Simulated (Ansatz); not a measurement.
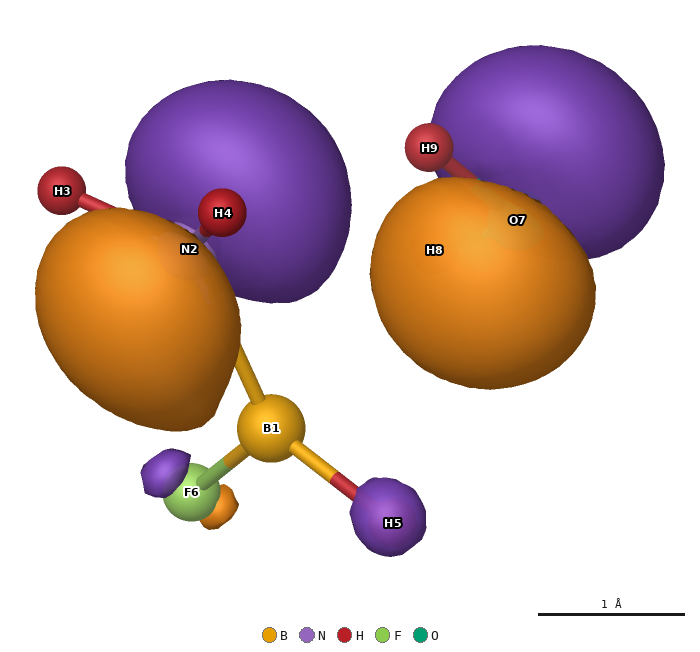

The picture shows: BFH$_{3}$N···H$_{2}$O. The HOMO at ±0.15 Å⁻³ᐟ² (orange and purple are the two phases), seen at an oblique angle.

Not at a stationary point (largest force 1.8 eV/Å).

Theory: RKS revPBE/6-31G* in Ansatz.

```xyz
9

B     0.0589   -0.1747    0.2918
N     0.0600   -0.2873    1.7754
H    -0.7561   -0.6297    2.2805
H     0.9348   -0.4081    2.2801
H     1.0854   -0.0866   -0.3248
F    -1.1294   -0.3033   -0.3503
O    -0.3492    2.4002    0.4702
H    -1.2616    2.1844    0.1915
H    -0.2650    1.9049    1.3285
```

Question: Where does this orbital lie, and at what energy?

Answer: Its weight (Hirshfeld) is mainly on O7 (about 50 %) and N2 (about 30 %); largely a combination of lone pairs on O7 and N2. Its energy is −6.10 eV.
